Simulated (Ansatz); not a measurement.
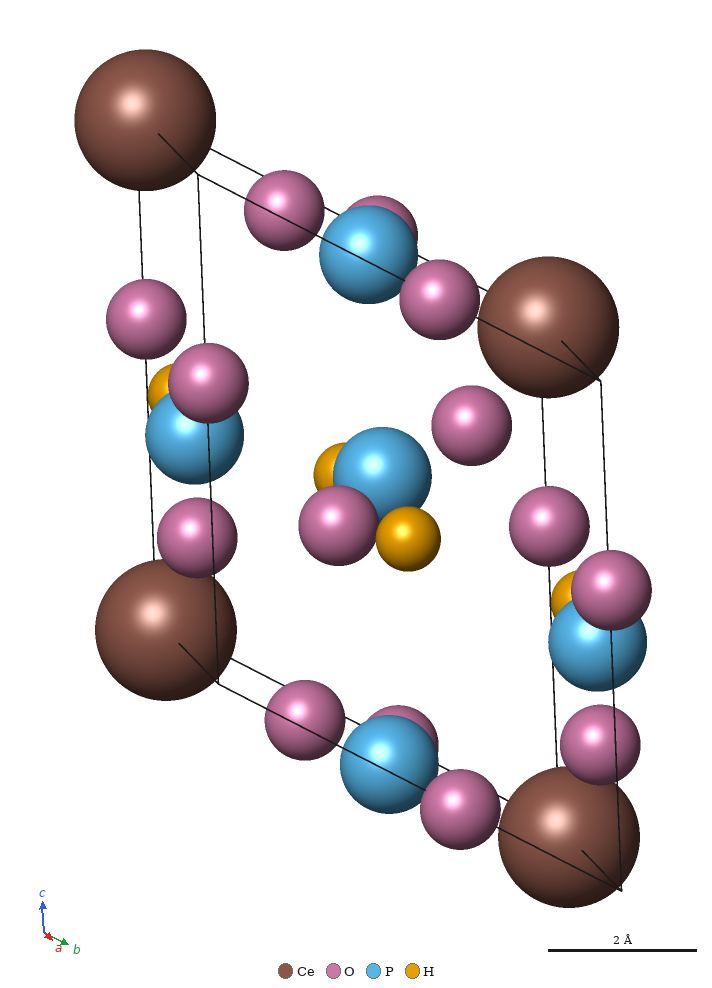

Drawn in the spheres-only manner and seen slightly off an axis. One cell (the run's own, in a reduced setting) is framed, with atoms on its boundary repeated.

```yaml
crystal:
  lattice:
    - [0.00000, 0.00001, 4.50455]
    - [0.00000, 6.75721, -1.50151]
    - [-5.85192, -3.37861, -1.50151]
  atoms:
    - { symbol: Ce, position: [0.15380, 0.00000, 0.00000] }
    - { symbol: O, position: [0.48710, 0.74560, 0.74560] }
    - { symbol: O, position: [0.74150, 0.25440, 0.00000] }
    - { symbol: O, position: [0.74150, 0.00000, 0.25440] }
    - { symbol: O, position: [0.44070, 0.40530, 0.40530] }
    - { symbol: O, position: [0.03540, 0.59470, 0.00000] }
    - { symbol: O, position: [0.03540, 0.00000, 0.59470] }
    - { symbol: P, position: [0.30940, 0.54060, 0.54060] }
    - { symbol: P, position: [0.76880, 0.45940, 0.00000] }
    - { symbol: P, position: [0.76880, 0.00000, 0.45940] }
    - { symbol: H, position: [0.04500, 0.48900, 0.48900] }
    - { symbol: H, position: [0.55600, 0.51100, 0.00000] }
    - { symbol: H, position: [0.55600, 0.00000, 0.51100] }
```

Method used: DFT, PAW plane waves, r2SCAN (Ansatz). It ran with a basis cut at 500 eV, k-points about 0.31 Å⁻¹ apart, cold smearing of 0.01 eV, no spin polarisation (a spin-restricted run, not always the ground state). The pressure of the cell is 35 GPa.

What are the atomic charges by Bader's partition?

Ce +2.14 e; P +3.35 e; H -0.82 e; O -1.62 e.

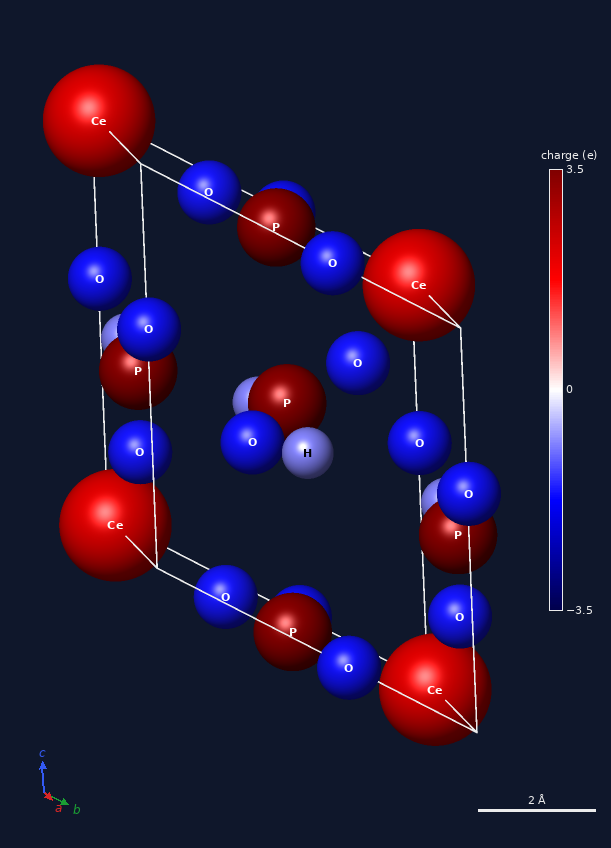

The atoms coloured by those charges.

About the cell: it is a generated cell, made by putting these elements into a known structure type (the compound may or may not exist in this form), and it is unrelaxed. It went into a calculation with Ansatz.

At this level of theory the cell isn't at rest (compressed, at 35 GPa and forces up to 14.5 eV/Å), so its distances can differ from those at equilibrium, the more so the softer the solid.
